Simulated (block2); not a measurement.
**DMRG/ANO-RCC-MB run of SiSe (SMILES [Si][Se])**

What is the vertical ionisation energy of SiSe at DMRG/ANO-RCC-MB? Input form: a Python script.

The calculation is run with block2 0.5.4.

2 further runs of the same task are left out: 2 set aside as unsound or not needed.

### 1 The system as given

SiSe: 2 atoms, total charge 0, spin state singlet. As SMILES, `[Si][Se]`. The coordinates come from a PBE0-D4/def2-TZVP relaxation.

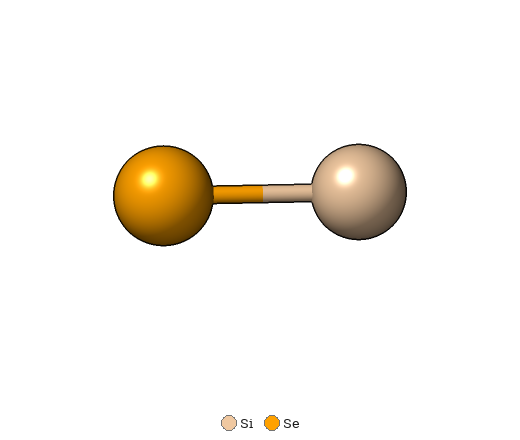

Viewed from a chosen angle; silicon light orange, selenium orange.

### 2 A single-point energy at DMRG/ANO-RCC-MB

File run_dmrg.py:

```python
import numpy as np
from pyscf import cc, dft, gto, mcscf, mp, scf
from pyblock2._pyscf.ao2mo import integrals as itg
from pyblock2.driver.core import DMRGDriver, SymmetryTypes

mol = gto.M(atom=[
    ("Si", (0.000000, 0.000000, 0.031440)),
    ("Se", (-0.000000, -0.000000, 2.093090)),
], basis="ano-rcc-mb", verbose=3, max_memory=2000)
print("basis functions               : %d" % (mol.nao))
mf = scf.RHF(mol)
mf.conv_tol = 1e-10
mf.max_cycle = 200
mf.kernel()
if not mf.converged:
    mf = mf.newton().run(mf.mo_coeff, mf.mo_occ)
print(f"SCF energy                    : {mf.e_tot:.10f}")
# MP2, CCSD and CCSD(T) with the same frozen core
ref = mf
pt = mp.MP2(ref, frozen=14).run()
mycc = cc.CCSD(ref, frozen=14)
mycc.max_cycle = 150
mycc.kernel()
print(f"E(MP2)                        : {pt.e_tot:.10f}")
if mycc.converged:
    print(f"CCSD total energy             : {mycc.e_tot:.10f}")
    print(f"E(CCSD(T))                    : {mycc.e_tot + mycc.ccsd_t():.10f}")
    print("T1                            : %.4f" % (mycc.get_t1_diagnostic()))
# a few density functionals on the same geometry and basis
ks = dft.RKS(mol, xc="hse06").set(conv_tol=1e-9, verbose=3).run()
if ks.converged:
    print("E(HSE06)                      : %.8f" % (ks.e_tot))
ks = dft.RKS(mol, xc="pbe0").set(conv_tol=1e-9, verbose=3).run()
if ks.converged:
    print(f"E(PBE0)                       : {ks.e_tot:.8f}")
ks = dft.RKS(mol, xc="tpssh").set(conv_tol=1e-9, verbose=3).run()
if ks.converged:
    print(f"E(TPSSh)                      : {ks.e_tot:.8f}")
# rotate to MP2 natural orbitals
occ_no, mo = mcscf.addons.make_natural_orbitals(mp.MP2(mf, frozen=14).run())
mf.mo_coeff = mo
ncas, n_elec, spin, ecore, h1e, g2e, orb_sym = itg.get_rhf_integrals(mf, ncore=14, ncas=13, pg_symm=False, g2e_symm=1)
dmrg = DMRGDriver(scratch="./tmp", symm_type=SymmetryTypes.SU2, stack_mem=1500 << 20, n_threads=1)
# orbital ordering
idx = dmrg.orbital_reordering(h1e, g2e, method="gaopt")
print("orbital order:", idx.tolist())
h1e = h1e[np.ix_(idx, idx)]
g2e = g2e[np.ix_(idx, idx, idx, idx)]
orb_sym = np.array(orb_sym)[idx]
dmrg.initialize_system(n_sites=ncas, n_elec=n_elec, spin=spin, orb_sym=orb_sym)
mpo = dmrg.get_qc_mpo(h1e=h1e, g2e=g2e, ecore=ecore, iprint=0)
occs = np.array([1.9] * 10 + [0.1] * 3)[idx]
psi = dmrg.get_random_mps(tag="GS", bond_dim=50, nroots=1, occs=occs)
bond_dims = [50] * 4 + [75] * 2 + [100] * 2
noises = [0.0001] * 4 + [0.0001] * 2 + [1e-05] * 2 + [0]
thrds = [1e-07] * 8
e = dmrg.dmrg(mpo, psi, n_sweeps=14, tol=1e-07, bond_dims=bond_dims, noises=noises, thrds=thrds, iprint=1)
ms, dws, es = dmrg.get_dmrg_results()
print("DW                            : %.3e" % (dws[-1]))
print(f"total energy                  : {e:.10f}")
dm1 = dmrg.get_1pdm(psi)
print("occupation numbers            :", np.round(np.linalg.eigvalsh(dm1)[::-1], 5).tolist())
c_act = mf.mo_coeff[:, 14:27][:, idx]
dm_ao = c_act @ dm1 @ c_act.T + 2 * mf.mo_coeff[:, :14] @ mf.mo_coeff[:, :14].T
print("dipole / D                    :", np.round(scf.hf.dip_moment(mol, dm_ao, verbose=0), 4).tolist())
print("max block entropy             : %.4f" % (max(dmrg.get_bipartite_entanglement(psi))))
# FCI check
ci = mcscf.CASCI(mf, 13, (10, 10))
ci.fix_spin_(ss=0)
ci.fcisolver.conv_tol = 1e-10
ci.fcisolver.max_cycle = 200
ci.kernel()
print(f"FCI energy                    : {ci.e_tot:.10f}")
```

Run with:

```bash
python run_dmrg.py
```

Log:

```text
basis functions               : 27
converged SCF energy = -2669.89516146831
SCF energy                    : -2669.8951614683
E(RMP2) = -2669.95769456783  E_corr = -0.0625330995147052
E(SCS-RMP2) = -2669.95712894973  E_corr = -0.0619674814201326
E(CCSD) = -2669.963993953418  E_corr = -0.06883248510431611
E(MP2)                        : -2669.9576945678
CCSD total energy             : -2669.9639939534
CCSD(T) correction = -0.00527178859635114
E(CCSD(T))                    : -2669.9692657420
T1                            : 0.0216
converged SCF energy = -2671.86919663163
E(HSE06)                      : -2671.86919663
converged SCF energy = -2671.85604515601
E(PBE0)                       : -2671.85604516
converged SCF energy = -2672.19834656732
E(TPSSh)                      : -2672.19834657
E(RMP2) = -2669.95769456783  E_corr = -0.0625330995147052
E(SCS-RMP2) = -2669.95712894973  E_corr = -0.0619674814201326
orbital order: [10, 9, 6, 7, 12, 5, 11, 8, 0, 4, 3, 2, 1]

Sweep =    0 | Direction =  forward | Bond dimension =   50 | Noise =  1.00e-04 | Dav threshold =  1.00e-07
Time elapsed =      0.349 | E =   -2669.9616407567 | DW = 4.52286e-09

Sweep =    1 | Direction = backward | Bond dimension =   50 | Noise =  1.00e-04 | Dav threshold =  1.00e-07
Time elapsed =      0.965 | E =   -2669.9699500735 | DE = -8.31e-03 | DW = 1.21446e-06

Sweep =    2 | Direction =  forward | Bond dimension =   50 | Noise =  1.00e-04 | Dav threshold =  1.00e-07
Time elapsed =      1.575 | E =   -2669.9700303312 | DE = -8.03e-05 | DW = 1.33953e-06

Sweep =    3 | Direction = backward | Bond dimension =   50 | Noise =  1.00e-04 | Dav threshold =  1.00e-07
Time elapsed =      2.183 | E =   -2669.9700327874 | DE = -2.46e-06 | DW = 1.84552e-06

Sweep =    4 | Direction =  forward | Bond dimension =   75 | Noise =  1.00e-04 | Dav threshold =  1.00e-07
Time elapsed =      3.037 | E =   -2669.9700363349 | DE = -3.55e-06 | DW = 1.05907e-07

Sweep =    5 | Direction = backward | Bond dimension =   75 | Noise =  1.00e-04 | Dav threshold =  1.00e-07
Time elapsed =      4.041 | E =   -2669.9700365189 | DE = -1.84e-07 | DW = 1.49231e-07

Sweep =    6 | Direction =  forward | Bond dimension =  100 | Noise =  1.00e-05 | Dav threshold =  1.00e-07
Time elapsed =      5.292 | E =   -2669.9700366189 | DE = -1.00e-07 | DW = 7.90768e-09

Sweep =    7 | Direction = backward | Bond dimension =  100 | Noise =  1.00e-05 | Dav threshold =  1.00e-07
Time elapsed =      6.675 | E =   -2669.9700366379 | DE = -1.91e-08 | DW = 6.29993e-09

Sweep =    8 | Direction =  forward | Bond dimension =  100 | Noise =  0.00e+00 | Dav threshold =  1.00e-08
Time elapsed =      8.073 | E =   -2669.9700366485 | DE = -1.05e-08 | DW = 1.23509e-09

DW                            : 1.235e-09
total energy                  : -2669.9700366485
occupation numbers            : [1.99999, 1.99999, 1.99999, 1.99999, 1.99999, 1.99794, 1.97891, 1.95163, 1.93442, 1.93442, 0.08436, 0.08436, 0.03402]
dipole / D                    : [0.0, -0.0, -1.1334]
max block entropy             : 0.3539
CASCI E = -2669.97003666212  E(CI) = -152.886585758749  S^2 = 0.0000000
FCI energy                    : -2669.9700366621
```

Run time: 41 s. Hardware: 1 thread of Arm Neoverse V1, shared host; peak memory 0.33 GiB.

### 3 The doublet cation: a single-point energy at DMRG/ANO-RCC-MB

File run_dmrg.py:

```python
import numpy as np
from pyscf import cc, dft, gto, mcscf, mp, scf
from pyblock2._pyscf.ao2mo import integrals as itg
from pyblock2.driver.core import DMRGDriver, SymmetryTypes

mol = gto.M(atom=[
    ("Si", (0.000000, 0.000000, 0.031440)),
    ("Se", (-0.000000, -0.000000, 2.093090)),
], basis="ano-rcc-mb", charge=1, spin=1, verbose=4, max_memory=2000)
print("basis functions = %d" % (mol.nao))
mf = scf.ROHF(mol)
mf.conv_tol = 1e-10
mf.max_cycle = 200
mf.kernel()
if not mf.converged:
    mf = mf.newton().run(mf.mo_coeff, mf.mo_occ)
print(f"SCF energy = {mf.e_tot:.10f}")
# single-reference ladder for comparison
ref = scf.UHF(mol).run(mf.make_rdm1(), conv_tol=1e-10)
pt = mp.MP2(ref, frozen=14).run()
mycc = cc.CCSD(ref, frozen=14)
mycc.max_cycle = 150
mycc.kernel()
print("MP2 total energy = %.10f" % (pt.e_tot))
if mycc.converged:
    print("CCSD total energy = %.10f" % (mycc.e_tot))
    print("E(CCSD(T)) = %.10f" % (mycc.e_tot + mycc.ccsd_t()))
# a few density functionals on the same geometry and basis
ks = dft.UKS(mol, xc="hse06").set(conv_tol=1e-9, verbose=3).run(mf.make_rdm1())
if ks.converged:
    print("E(HSE06) = %.8f" % (ks.e_tot))
ks = dft.UKS(mol, xc="pbe0").set(conv_tol=1e-9, verbose=3).run(mf.make_rdm1())
if ks.converged:
    print("E(PBE0) = %.8f" % (ks.e_tot))
ks = dft.UKS(mol, xc="tpssh").set(conv_tol=1e-9, verbose=3).run(mf.make_rdm1())
if ks.converged:
    print(f"E(TPSSh) = {ks.e_tot:.8f}")
# rotate to MP2 natural orbitals
occ_no, mo = mcscf.addons.make_natural_orbitals(mp.MP2(mf.to_uhf(), frozen=14).run())
mf.mo_coeff = mo
ncas, n_elec, spin, ecore, h1e, g2e, orb_sym = itg.get_rhf_integrals(mf, ncore=14, ncas=13, pg_symm=False, g2e_symm=1)
dmrg = DMRGDriver(scratch="./tmp", symm_type=SymmetryTypes.SU2, stack_mem=1500 << 20, n_threads=1)
# orbital ordering
idx = dmrg.orbital_reordering(h1e, g2e, method="fiedler")
print("orbital order:", idx.tolist())
h1e = h1e[np.ix_(idx, idx)]
g2e = g2e[np.ix_(idx, idx, idx, idx)]
orb_sym = np.array(orb_sym)[idx]
dmrg.initialize_system(n_sites=ncas, n_elec=n_elec, spin=spin, orb_sym=orb_sym)
mpo = dmrg.get_qc_mpo(h1e=h1e, g2e=g2e, ecore=ecore, iprint=1)
psi = dmrg.get_random_mps(tag="GS", bond_dim=50, nroots=1)
bond_dims = [50] * 2 + [75] * 3 + [100] * 3
noises = [0.0001] * 2 + [0.0001] * 3 + [1e-05] * 3 + [0]
thrds = [1e-09] * 8
e = dmrg.dmrg(mpo, psi, n_sweeps=14, tol=1e-06, bond_dims=bond_dims, noises=noises, thrds=thrds, iprint=1)
ms, dws, es = dmrg.get_dmrg_results()
print("discarded weight = %.3e" % (dws[-1]))
print(f"total energy = {e:.10f}")
dm1 = dmrg.get_1pdm(psi)
print("natural occupations =", np.round(np.linalg.eigvalsh(dm1)[::-1], 5).tolist())
c_act = mf.mo_coeff[:, 14:27][:, idx]
dm_ao = c_act @ dm1 @ c_act.T + 2 * mf.mo_coeff[:, :14] @ mf.mo_coeff[:, :14].T
print("dipole / D =", np.round(scf.hf.dip_moment(mol, dm_ao, verbose=0), 4).tolist())
print(f"largest bipartite entropy = {max(dmrg.get_bipartite_entanglement(psi)):.4f}")
csf, coef = dmrg.get_csf_coefficients(psi, cutoff=0.1, iprint=1)
print("leading coefficient squared = %.4f" % (np.max(np.abs(coef)) ** 2))
# FCI check
ci = mcscf.CASCI(mf, 13, (10, 9))
ci.fix_spin_(ss=0.75)
ci.fcisolver.conv_tol = 1e-10
ci.fcisolver.max_cycle = 200
ci.kernel()
print(f"FCI energy = {ci.e_tot:.10f}")
```

Run with:

```bash
python run_dmrg.py
```

Log:

```text
[INPUT] verbose = 4
[INPUT] num. atoms = 2
[INPUT] num. electrons = 47
[INPUT] charge = 1
[INPUT] spin (= nelec alpha-beta = 2S) = 1
[INPUT] symmetry False subgroup None
[INPUT] Mole.unit = angstrom
[INPUT] Symbol           X                Y                Z      unit          X                Y                Z       unit  Magmom
[INPUT]  1 Si     0.000000000000   0.000000000000   0.031440000000 AA    0.000000000000   0.000000000000   0.059412989356 Bohr   0.0
[INPUT]  2 Se     0.000000000000   0.000000000000   2.093090000000 AA    0.000000000000   0.000000000000   3.955366854066 Bohr   0.0

nuclear repulsion = 122.178038172299
number of shells = 5
number of NR pGTOs = 179
number of NR cGTOs = 27
basis = ano-rcc-mb
ecp = {}
CPU time:         0.64
basis functions = 27

[... 42 lines left out ...]
SCF energy = -2669.5278230178
[... 99 lines left out ...]
Init t2, MP2 energy = -0.0651498131629403
[... 20 lines left out ...]
MP2 total energy = -2669.5987462800
[... 12 lines left out ...]
converged SCF energy = -2671.46883367873  <S^2> = 0.75752488  2S+1 = 2.0075108
[... 21 lines left out ...]
converged SCF energy = -2671.79807517923  <S^2> = 0.75769461  2S+1 = 2.0076799
[... 11 lines left out ...]
integral symmetrize error =  0.0
integral cutoff error =  0.0
[... 49 lines left out ...]
total energy = -2669.6167275476
[... 6 lines left out ...]
Sum of weights of included CSF =    0.908058759220986
[... 1 line left out ...]
CSF          0 00-2220222222  =    0.925628542240883
CSF          1 02-2200222222  =   -0.119342164279134
CSF          2 20-2020222222  =   -0.119331529831398
CSF          3 0-2+2-0222222  =   -0.106745482198300
CSF          4 -02+-20222222  =   -0.106739855974824
leading coefficient squared = 0.8568

******** <class 'pyscf.mcscf.casci.CASCI'> ********
CAS (10e+9e, 13o), ncore = 14, nvir = 0
natorb = False
canonicalization = True
sorting_mo_energy = False
max_memory 2000 MB (current use 329 MB)
******** <class 'pyscf.fci.addons.SpinPenaltyFCISolver'> ********
max. cycles = 200
conv_tol = 1e-10
davidson only = True
linear dependence = 1e-12
level shift = 0.001
max iter space = 12
max_memory 2000 MB
nroots = 1
pspace_size = 400
spin = None
Density matrix diagonal elements [1.9999895  1.9999895  1.99997878 1.99997878 1.99997787 1.99310239
 1.92735849 1.91131978 1.91131978 1.02724108 0.0993313  0.0993313
 0.03108143]
CASCI converged
CASCI E = -2669.61672985897  E(CI) = -152.520895280012  S^2 = 0.7500000
FCI energy = -2669.6167298590
```

Wall time 56 s (1 thread of Arm Neoverse V1, shared host); peak memory 0.34 GiB.

### 4 What came out

At DMRG/ANO-RCC-MB, 14 core orbitals frozen:

| quantity | value |
| --- | --- |
| run 1, DMRG/ANO-RCC-MB: total energy | -2669.97004 Eh |
| run 1, DMRG/ANO-RCC-MB: dipole moment (of the density that the program reports) | 1.13 D |
| run 1, DMRG/ANO-RCC-MB: T1 diagnostic of the CCSD step | 0.022 |
| doublet cation: total energy | -2669.61673 Eh |
| vertical ionisation energy (to the doublet cation) | 9.614 eV |

Removing an electron at fixed nuclei costs 9.61 eV (928 kJ/mol). In a minimal basis such a difference can be off by several eV, whatever the method. The T1 diagnostic (run 1, DMRG/ANO-RCC-MB) of 0.022 is above the customary mark for such species, so a single reference may not serve. The basis (run 1, DMRG/ANO-RCC-MB) was made for a relativistic Hamiltonian, but the run is non-relativistic. The basis (doublet cation) was made for a relativistic Hamiltonian, but the run is non-relativistic.
